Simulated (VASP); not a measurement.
Band structure of Ga₄AsP₃ (ordered alloy cell). Method: PBE GGA, VASP's PBE PAW potentials (set 64) (plane waves; VASP).

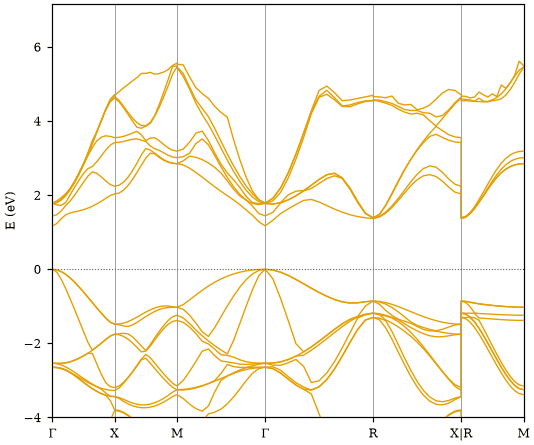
*Bands along high-symmetry lines, zero at the valence-band maximum or, without a gap, the Fermi level*

Problem. Read the plot: is there a gap, and where are the band edges?

Solution. The gap is direct, 1.17 eV, from the valence maximum at Γ to the conduction minimum at Γ. (Edges off the drawn lines would not show.)

The structure was generated: Ga4AsP3 was put into an ordered model structure (P-43m), which need not be its known phase. It was relaxed first.
